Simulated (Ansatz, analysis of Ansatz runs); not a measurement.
# How often does Li try the jump in Li5AuO4 (C2/m)?, part 2 of 2

Aim: the prefactor of a hop in Li5AuO4 (C2/m) (V_Li hop (2.7 Å), charge −1) from the modes of the moving atom at the start and at the top of a path found beforehand. Model: a cell of 80 host atoms with 1 Li taken out.

Ansatz 0.2.0; plane-wave PAW DFT, PBEsol; finite-difference force constants of the moving atom alone.

So far. Step 2 (Vibrations of the moving atom at the start point): The three modes are 314, 377 and 425 cm⁻¹: all real, a minimum for this atom with the others held.

### Step 3. Vibrations of the moving atom at the top of the path

The same at the top, where the mode along the path should be imaginary.

Input file qm1.top.modes/input.yaml:

```yaml
crystal:
  lattice:
    - [9.40268524, 0.0, -0.02548652]
    - [0.0, 9.40405317, 0.0]
    - [-2.07562506, 0.0, 9.16358709]
  atoms:
    - { symbol: Li, position: [-0.00094373, 0.79065741, 0.24897518] }
    - { symbol: Li, position: [0.24531745, 0.29686407, 0.24422765] }
[... 9 atom lines left out ...]
    - { symbol: Au, position: [0.24365821, -0.00369442, 0.24403265] }
[... 3 atom lines left out ...]
    - { symbol: O, position: [0.3609835, 0.84638802, 0.36553725] }
[... 3 atom lines left out ...]
    - { symbol: O, position: [0.35311454, 0.15270762, 0.35601674] }
[... 5 atom lines left out ...]
    - { symbol: Li, position: [0.24825734, 0.22645168, 0.49585419] }
[... 7 atom lines left out ...]
    - { symbol: O, position: [0.37583207, 0.35009724, 0.62983183] }
[... 12 atom lines left out ...]
    - { symbol: Li, position: [0.49686612, 0.21470205, 0.25035028] }
[... 7 atom lines left out ...]
    - { symbol: O, position: [0.62748203, 0.35410008, 0.36872788] }
[... 9 atom lines left out ...]
    - { symbol: Li, position: [0.74718769, 0.22593912, 0.50266327] }
    - { symbol: Li, position: [0.5057919, 0.21408097, 0.75536312] }
[... 1 atom line left out ...]
    - { symbol: Li, position: [0.49419495, 0.15501765, 0.50663704] }
[... 3 atom lines left out ...]
    - { symbol: O, position: [0.6390124, 0.84611275, 0.63502923] }
[... 3 atom lines left out ...]
    - { symbol: O, position: [0.64713733, 0.15232974, 0.64494407] }
[... 2 atom lines left out ...]
    - { symbol: O, position: [0.87695309, 0.14564074, 0.88018624] }
  symmetry: { detect: false }
total_charge: -1
basis:
  ecutwfc: 420
  xc_grid: 2
hamiltonian:
  xc: pbesol
kpoints:
  mp_grid: { grid: [1, 1, 1], shift: [0.25, 0.25, 0.25] }
scf:
  occupations: { method: fixed }
  max_iter: 100
phonons:
  supercell: [1, 1, 1]
  displaced_sites: [67]
  amplitude: 0.02
```

Launch:

```
ansatz run input.yaml --threads 4 --pin off --max-ram 14131MiB --backend cpu --events-out ev --progress --plain --runs-dir out
```

Numbers of over 12 decimals in the logs are rounded to 6 here.

The program printed:

```text
[...]
Crystal: 79 atoms, lattice volume = 809.778 Å³
Basis set: ecut = 420 eV, 15817 PW (Γ), exchange–correlation on 128×128×128 points (8 copies of the dense FFT grid, shifted against one another)
Bands: 310, of which v1, the nominal top of the filled ones, is band 231 counted from 1 (230 counted from 0)
Symmetry: 1 space group operations
k-points: 1
[...]
SCF iter   1: F=—  HF=-129954.987661 eV  |F-HF|=—  |Δ(HF+E_count)|=         —  Δρ=1.68e-2  dr2=1.83e0  ethr=1.77e-3  ⟨swp⟩=5.0  Hψ=967  notcnv=0  defer=74
[...]
SCF iter  14: F=-129954.462809 eV  HF=-129954.462809 eV  |F-HF|=3.06e-10  |Δ(HF+E_count)|=  2.62e-10  Δρ=2.23e-7  dr2=4.02e-10  ethr=1.00e-12  ⟨swp⟩=3.0  Hψ=704  notcnv=0
SCF 1 converged in 14 iterations: F = -129954.462809 eV  dr2 = 4.02e-10
[...]
SCF iter  11: F=-129954.461485 eV  HF=-129954.461485 eV  |F-HF|=4.37e-11  |Δ(HF+E_count)|=  8.73e-11  Δρ=8.46e-8  dr2=5.89e-11  ethr=1.00e-12  ⟨swp⟩=4.0  Hψ=738  notcnv=0
SCF 2 converged in 11 iterations: F = -129954.461485 eV  dr2 = 5.89e-11
[...]
SCF iter   7: F=-129954.460511 eV  HF=-129954.460511 eV  |F-HF|=2.91e-11  |Δ(HF+E_count)|=  1.46e-10  Δρ=1.05e-7  dr2=8.64e-11  ethr=1.00e-12  ⟨swp⟩=4.0  Hψ=774  notcnv=0
SCF 3 converged in 7 iterations: F = -129954.460511 eV  dr2 = 8.64e-11
[...]
SCF iter  11: F=-129954.463441 eV  HF=-129954.463441 eV  |F-HF|=4.37e-11  |Δ(HF+E_count)|=  1.60e-10  Δρ=8.68e-8  dr2=6.15e-11  ethr=1.00e-12  ⟨swp⟩=4.0  Hψ=782  notcnv=0
SCF 4 converged in 11 iterations: F = -129954.463441 eV  dr2 = 6.15e-11
[...]
SCF iter   8: F=-129954.462842 eV  HF=-129954.462842 eV  |F-HF|=2.91e-11  |Δ(HF+E_count)|=  1.46e-11  Δρ=6.06e-8  dr2=2.03e-11  ethr=1.00e-12  ⟨swp⟩=3.0  Hψ=770  notcnv=0
SCF 5 converged in 8 iterations: F = -129954.462842 eV  dr2 = 2.03e-11
[...]
SCF iter  11: F=-129954.459813 eV  HF=-129954.459813 eV  |F-HF|=1.46e-11  |Δ(HF+E_count)|=  2.91e-11  Δρ=7.97e-8  dr2=5.41e-11  ethr=1.00e-12  ⟨swp⟩=4.0  Hψ=736  notcnv=0
SCF 6 converged in 11 iterations: F = -129954.459813 eV  dr2 = 5.41e-11
[...]
SCF iter   7: F=-129954.460818 eV  HF=-129954.460818 eV  |F-HF|=0.00e0  |Δ(HF+E_count)|=  1.02e-10  Δρ=1.05e-7  dr2=8.50e-11  ethr=1.00e-12  ⟨swp⟩=4.0  Hψ=778  notcnv=0
SCF 7 converged in 7 iterations: F = -129954.460818 eV  dr2 = 8.50e-11
SCF converged after 14 iterations
Free energy (F): -129954.462809 eV
[...]
Internal energy: -129954.462809 eV  (E = F + TS)
E sigma→0 (E₀):  -129954.462809 eV
Fermi energy:    5.458037 eV
[...]
--- Forces (eV/Å), atoms counted from 1 ---
  atom   1  Li    -0.00030912    -0.00122876     0.00178397
  atom   2  Li    -0.00212232    -0.00027131    -0.00044985
  [... 13 atoms left out ...]
  atom  16  O     -0.00064253    -0.00293166    -0.00245480
  [... 3 atoms left out ...]
  atom  20  O     -0.00911190    -0.01921936     0.00670031
  [... 5 atoms left out ...]
  atom  26  Li     0.00699231    -0.00042974     0.00024263
  [... 7 atoms left out ...]
  atom  34  O     -0.00145044     0.00521753     0.00350983
  [... 12 atoms left out ...]
  atom  47  Li    -0.00224015     0.00032808    -0.00468694
  [... 7 atoms left out ...]
  atom  55  O     -0.00730092    -0.01383742     0.01127418
  [... 9 atoms left out ...]
  atom  65  Li     0.00500096     0.00555023     0.00623998
  atom  66  Li    -0.00035846    -0.00491031    -0.00518110
  [... 1 atom left out ...]
  atom  68  Li     0.02463965     0.01508168    -0.02547419
  [... 7 atoms left out ...]
  atom  76  O     -0.00700186    -0.01949845     0.01430011
  [... 3 atoms left out ...]
  max |Σ_I F_I| component: 2.33e-5 eV/Å
--- Band table (eV) ---
[...]
transpose residual: 2.4e-3 eV/Å²
[...]
frequencies among the named sites at Γ of the cell (cm⁻¹): -255.26 287.76 872.07
  unstable modes among the named sites: 1
  frequencies as built, with no sum rule (cm⁻¹): -255.24 287.76 872.07
  zero-point energy: 0.071901 eV/cell   skipped modes (ω ≤ 0): 1, of them read as no rigid motion or as one in doubt: 1 (1.000e0 modes/cell left out, lowest -255.26 cm⁻¹)
[...]
```

It took 1.8 min on 4 threads of Arm Neoverse V1, shared host; peak memory 1.6 GiB.

This step gave:

```
free energy                : -129954.4628 eV
frequencies of moving atom : -255.3, 287.8, 872.1 cm⁻¹ (negative: imaginary)
```

The three modes are 255i, 288 and 872 cm⁻¹: one imaginary, a saddle of first order for this atom with the others held.

### Step 4. Attempt frequency and hop rate

Analysis of the runs above: harmonic transition-state theory from the moving atom's modes alone (Vineyard), PBEsol.

It gives:

* attempt frequency: 6.018 THz

Table of hop rate by temperature:

```csv
temperature (K),hop rate (1/s)
200,1.5e-12
300,2.4e-4
400,3.05
600,38283
800,4.3e6
1000,7.3e7
```

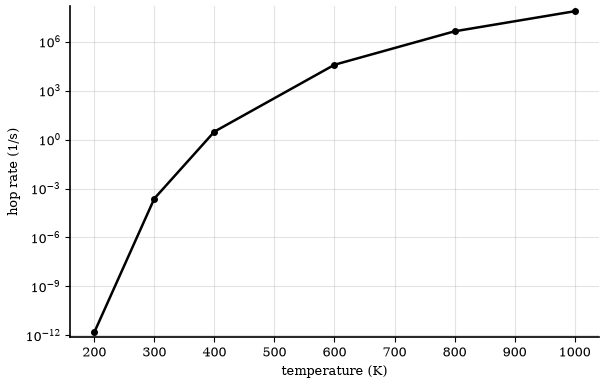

Hop rate, plotted against temperature.

### Step 5. Results

| Property | Result |
| --- | --- |
| attempt frequency (attempt frequency and hop rate) | 6.02 THz |

**Reading.** The attempt frequency, the product of the three frequencies at the start over that of the two real ones at the top (Vineyard), is 6.0 THz. With the barrier of 0.98 eV it gives 3.8e+04 hops a second at 600 K along this one path; equivalent neighbouring sites multiply that. The host's atoms were held, though they move along the path too, so the prefactor is rough. What this leaves open: one k-point off the zone centre stands for the whole zone; spin–orbit coupling, which can matter with heavy atoms, is left out.

[Logs are printed without paths, hosts, clocks, repeated set-up lines and the standing remarks that a program may print on its own settings, such as how far it seeks lower states.]

[Hosts, paths, dates, database ids (printed as entryN), source tags and the programs' standing remarks are cut or masked in the printed files.]
